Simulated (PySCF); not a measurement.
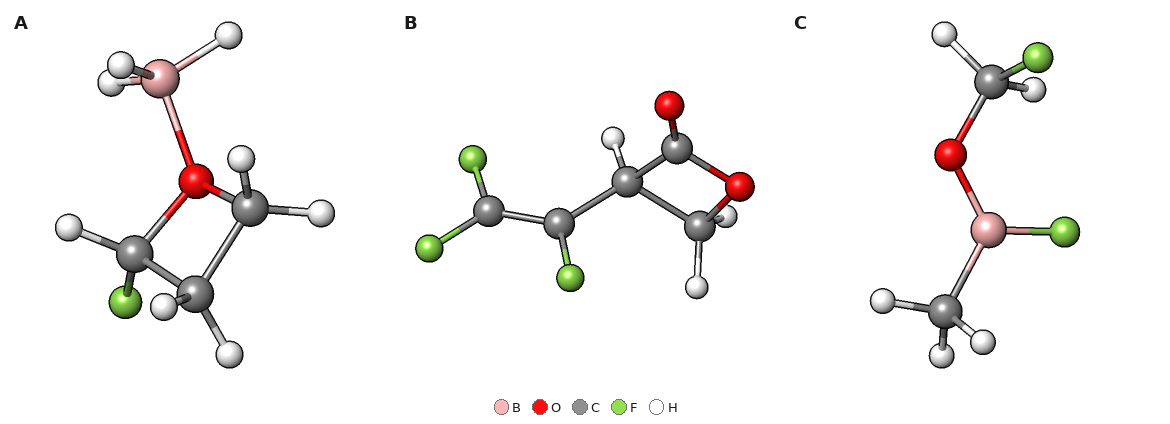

Figure made from data computed with PySCF.

Match each picture to its SMILES.
(1) CB(F)OCF
(2) [BH3-][O+]1CC[C@@H]1F
(3) O=C1OC[C@H]1C(F)=C(F)F

A is (2), B is (3), C is (1).
